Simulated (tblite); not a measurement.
## C$_{4}$H$_{10}$F$_{2}$SSi: saddle-point search

System: C$_{4}$H$_{10}$F$_{2}$SSi, SMILES CS[Si](C)(C)C(F)F.
Method: GFN2-xTB saddle search (eigenvector following) and harmonic vibrations, gas phase (tblite 0.8.0).

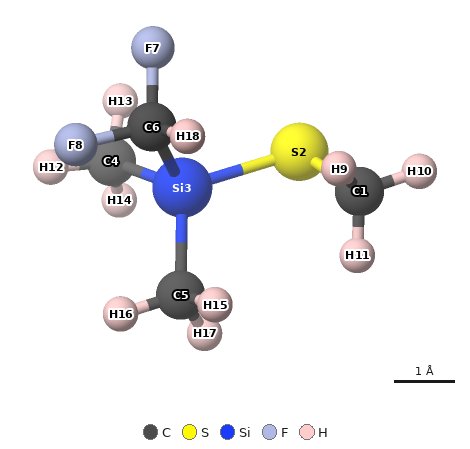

Figure 1. The structure as given in the input (ball-and-stick view, seen at a tilt; atoms are numbered from 1 in the order of the input). Bond lengths as drawn: C–F 1.36 to 1.37 Å, C–H 1.08 to 1.10 Å, C–S 1.83 Å, C–Si 1.89 to 1.96 Å and S–Si 2.16 Å.

Input file
```
{"job": {"xc": "GFN2-xTB", "basis": "xTB", "kind": "saddle"}, "charge": 0, "multiplicity": 1}
C      1.149050    -2.411088    -0.271733
S      0.971619    -1.029192    -1.450656
Si    -0.166504     0.389192    -0.282434
C     -0.624575     1.841322    -1.405381
C     -1.627085    -0.453311     0.599351
C      0.971839     1.081432     1.151774
F      2.088073     1.681613     0.658298
F      0.299728     2.049436     1.840721
H      1.612162    -2.060577     0.644249
H      1.792351    -3.140434    -0.751012
H      0.175851    -2.847893    -0.072663
H     -1.017723     2.669072    -0.822381
H      0.243663     2.198733    -1.952234
H     -1.382131     1.554882    -2.128824
H     -1.297198    -1.165202     1.352413
H     -2.248291     0.284331     1.097853
H     -2.251373    -0.991745    -0.107782
H      1.310542     0.349431     1.900440
```

The first line tells a small driver script what to run in tblite; the rest is the geometry in Å.

Hardware: 1 CPU thread, shared host.

Command:
```bash
OMP_NUM_THREADS=1 python <driver script> task.json out
```

Output
```
step      E/eV     max force
  0    -764.67350   0.0335
  1    -764.67755   0.0898
  2    -764.67538   0.0258
  3    -764.67781   0.0308
  4    -764.67890   0.0927
  5    -764.67848   0.0337
  6    -764.67918   0.0232
  7    -764.68009   0.0390
  8    -764.68086   0.0466
  9    -764.68154   0.0380
 10    -764.68247   0.0441
 11    -764.68322   0.0406
 12    -764.68363   0.1167
 13    -764.68365   0.0250
 14    -764.68405   0.0440
 15    -764.68437   0.0540
 16    -764.68473   0.0313
 17    -764.68494   0.0503
 18    -764.68508   0.0366
 19    -764.68503   0.0081
 20    -764.68478   0.0544
 21    -764.68499   0.0147
 22    -764.68491   0.0067
 23    -764.68460   0.0422
 24    -764.68482   0.0095
 25    -764.68477   0.0164
 26    -764.68476   0.0071
 27    -764.68465   0.0198
 28    -764.68460   0.0207
 29    -764.68454   0.0210
 30    -764.68451   0.0267
 31    -764.68452   0.0117
 32    -764.68453   0.0047
 33    -764.68453   0.0010
lowest wavenumbers (cm-1): -22.9 29.6 81.8 90.0 92.2 116.1
```

Trajectory as extended XYZ (Å, eV, eV/Å), 6 of the 12 frames kept, from step=0 to step=33
```
18
Properties=species:S:1:pos:R:3:forces:R:3 step=0 energy=-764.67350
C     1.1491   -2.4111   -0.2717   -0.0050   0.0050   0.0100
S     0.9716   -1.0292   -1.4507    0.0000  -0.0010  -0.0080
Si   -0.1665    0.3892   -0.2824    0.0040  -0.0010   0.0070
C    -0.6246    1.8413   -1.4054   -0.0220   0.0020   0.0050
C    -1.6271   -0.4533    0.5994    0.0010  -0.0060   0.0080
C     0.9718    1.0814    1.1518   -0.0040   0.0040  -0.0080
F     2.0881    1.6816    0.6583   -0.0080   0.0080  -0.0070
F     0.2997    2.0494    1.8407   -0.0110  -0.0130   0.0060
H     1.6122   -2.0606    0.6442    0.0030   0.0010   0.0050
H     1.7924   -3.1404   -0.7510   -0.0040  -0.0110  -0.0130
H     0.1759   -2.8479   -0.0727    0.0180   0.0000   0.0000
H    -1.0177    2.6691   -0.8224    0.0160  -0.0020   0.0150
H     0.2437    2.1987   -1.9522   -0.0030  -0.0040  -0.0050
H    -1.3821    1.5549   -2.1288    0.0300  -0.0120  -0.0090
H    -1.2972   -1.1652    1.3524    0.0080   0.0170   0.0060
H    -2.2483    0.2843    1.0979   -0.0160  -0.0060   0.0090
H    -2.2514   -0.9917   -0.1078   -0.0090   0.0240  -0.0110
H     1.3105    0.3494    1.9004    0.0010  -0.0050  -0.0090
18
Properties=species:S:1:pos:R:3:forces:R:3 step=6 energy=-764.67918
C     1.1785   -2.4104   -0.2658    0.0010  -0.0020   0.0020
S     0.9369   -1.0493   -1.4571   -0.0020   0.0000  -0.0020
Si   -0.1823    0.3806   -0.2835   -0.0010   0.0000   0.0000
C    -0.6078    1.8352   -1.4151    0.0000   0.0010   0.0010
C    -1.6571   -0.4300    0.6041   -0.0050  -0.0010   0.0010
C     0.9600    1.0641    1.1489    0.0070   0.0090   0.0060
F     2.0238    1.7511    0.6514   -0.0200  -0.0040   0.0080
F     0.2556    1.9576    1.9041    0.0110  -0.0200  -0.0040
H     1.7084   -2.0493    0.6091    0.0020   0.0010  -0.0010
H     1.7772   -3.1572   -0.7761   -0.0020   0.0010   0.0020
H     0.2174   -2.8320    0.0084    0.0020   0.0000   0.0040
H    -1.0046    2.6663   -0.8396   -0.0010  -0.0020  -0.0010
H     0.2744    2.1848   -1.9447    0.0010   0.0010   0.0020
H    -1.3492    1.5518   -2.1556    0.0040  -0.0010  -0.0040
H    -1.3373   -1.1637    1.3405   -0.0040   0.0040  -0.0040
H    -2.2488    0.3164    1.1259    0.0020  -0.0030  -0.0010
H    -2.3082   -0.9339   -0.1046    0.0010   0.0070   0.0040
H     1.3633    0.3178    1.8500    0.0020   0.0090  -0.0120
18
Properties=species:S:1:pos:R:3:forces:R:3 step=12 energy=-764.68363
C     1.1665   -2.4165   -0.2460    0.0000   0.0000   0.0010
S     0.9203   -1.0687   -1.4518   -0.0010   0.0000   0.0020
Si   -0.1857    0.3804   -0.2868   -0.0020   0.0010  -0.0010
C    -0.5937    1.8302   -1.4307   -0.0020   0.0040  -0.0050
C    -1.6678   -0.4085    0.6072    0.0030   0.0020  -0.0030
C     0.9764    1.0559    1.1331    0.0360   0.0490   0.0480
F     1.9060    1.9188    0.6335   -0.0770  -0.0650   0.0570
F     0.2376    1.7758    2.0314    0.0750  -0.0580  -0.0680
H     1.7083   -2.0487    0.6189    0.0000   0.0000  -0.0020
H     1.7546   -3.1734   -0.7536   -0.0010   0.0000   0.0010
H     0.2062   -2.8287    0.0445    0.0020   0.0010   0.0010
H    -1.0791    2.6309   -0.8801    0.0040  -0.0060  -0.0050
H     0.3100    2.2335   -1.8804   -0.0070  -0.0020   0.0030
H    -1.2557    1.5212   -2.2339    0.0070   0.0030   0.0060
H    -1.3566   -1.1610    1.3276    0.0020  -0.0040   0.0040
H    -2.2326    0.3436    1.1496   -0.0020   0.0050   0.0030
H    -2.3406   -0.8844   -0.1001   -0.0040  -0.0010  -0.0040
H     1.5260    0.2997    1.7176   -0.0330   0.0710  -0.0380
18
Properties=species:S:1:pos:R:3:forces:R:3 step=21 energy=-764.68499
C     1.1805   -2.4094   -0.2295   -0.0010  -0.0020   0.0070
S     0.8872   -1.0893   -1.4553    0.0000  -0.0020   0.0040
Si   -0.1973    0.3774   -0.2907    0.0000   0.0000   0.0000
C    -0.5854    1.8280   -1.4406    0.0000   0.0000   0.0000
C    -1.6908   -0.3887    0.6040    0.0000   0.0000   0.0000
C     0.9816    1.0347    1.1246    0.0000   0.0010   0.0010
F     1.8332    1.9820    0.6465   -0.0010   0.0000   0.0010
F     0.2465    1.6479    2.0972    0.0010  -0.0020  -0.0010
H     1.7683   -2.0256    0.5981   -0.0090  -0.0060  -0.0100
H     1.7361   -3.1844   -0.7466   -0.0040   0.0040   0.0050
H     0.2323   -2.8050    0.1193    0.0120   0.0050  -0.0050
H    -1.1103    2.6146   -0.9069    0.0000   0.0000   0.0000
H     0.3277    2.2532   -1.8485    0.0000   0.0000   0.0000
H    -1.2055    1.5110   -2.2731    0.0000   0.0000   0.0000
H    -1.3920   -1.1560    1.3143    0.0000   0.0000   0.0000
H    -2.2351    0.3697    1.1590    0.0000   0.0000   0.0000
H    -2.3781   -0.8416   -0.1047    0.0000   0.0000   0.0000
H     1.6011    0.2815    1.6331    0.0000   0.0020  -0.0010
18
Properties=species:S:1:pos:R:3:forces:R:3 step=27 energy=-764.68465
C     1.2073   -2.3982   -0.2298   -0.0010   0.0000   0.0020
S     0.8604   -1.0996   -1.4644    0.0000  -0.0010   0.0020
Si   -0.2092    0.3716   -0.2924    0.0000   0.0000   0.0000
C    -0.5870    1.8292   -1.4368    0.0000   0.0000   0.0000
C    -1.7080   -0.3845    0.6023    0.0000   0.0000   0.0000
C     0.9718    1.0179    1.1257    0.0070   0.0080   0.0070
F     1.8738    1.9133    0.6389   -0.0130  -0.0120   0.0090
F     0.2440    1.6903    2.0646    0.0120  -0.0080  -0.0110
H     1.8358   -2.0013    0.5605   -0.0030  -0.0020  -0.0030
H     1.7350   -3.1847   -0.7582   -0.0010   0.0010   0.0010
H     0.2763   -2.7837    0.1716    0.0040   0.0020  -0.0020
H    -1.1134    2.6141   -0.9022    0.0000   0.0000   0.0000
H     0.3295    2.2544   -1.8373    0.0000   0.0000   0.0000
H    -1.2028    1.5178   -2.2746    0.0000   0.0000   0.0000
H    -1.4164   -1.1658    1.3002    0.0000   0.0000   0.0000
H    -2.2382    0.3741    1.1706    0.0000   0.0000   0.0000
H    -2.4059   -0.8182   -0.1080    0.0000   0.0000   0.0000
H     1.5469    0.2534    1.6692   -0.0050   0.0120  -0.0050
18
Properties=species:S:1:pos:R:3:forces:R:3 step=33 energy=-764.68453
C     1.2407   -2.3820   -0.2269    0.0000   0.0000   0.0000
S     0.8232   -1.1165   -1.4738    0.0000   0.0000   0.0000
Si   -0.2250    0.3645   -0.2950    0.0000   0.0000   0.0000
C    -0.5866    1.8301   -1.4345    0.0000   0.0000   0.0000
C    -1.7322   -0.3761    0.5989    0.0000   0.0000   0.0000
C     0.9614    0.9933    1.1258    0.0000   0.0000   0.0000
F     1.9014    1.8467    0.6369    0.0010   0.0000   0.0000
F     0.2456    1.7077    2.0419   -0.0010   0.0000   0.0000
H     1.9230   -1.9672    0.5073    0.0000   0.0000   0.0000
H     1.7272   -3.1881   -0.7652    0.0000   0.0000   0.0000
H     0.3361   -2.7479    0.2465    0.0000   0.0000   0.0000
H    -1.1160    2.6135   -0.9005    0.0000   0.0000   0.0000
H     0.3350    2.2548   -1.8238    0.0000   0.0000   0.0000
H    -1.1951    1.5250   -2.2799    0.0000   0.0000   0.0000
H    -1.4515   -1.1729    1.2837    0.0000   0.0000   0.0000
H    -2.2455    0.3837    1.1809    0.0000   0.0000   0.0000
H    -2.4417   -0.7873   -0.1133    0.0000   0.0000   0.0000
H     1.5002    0.2189    1.6911    0.0000   0.0000   0.0000
```

Summary

| quantity | value |
| --- | --- |
| outcome | converged |
| total energy | −764.6845 eV |
| point group | C1 |
| wall time | 12 s |
| peak memory | 0.19 GiB |
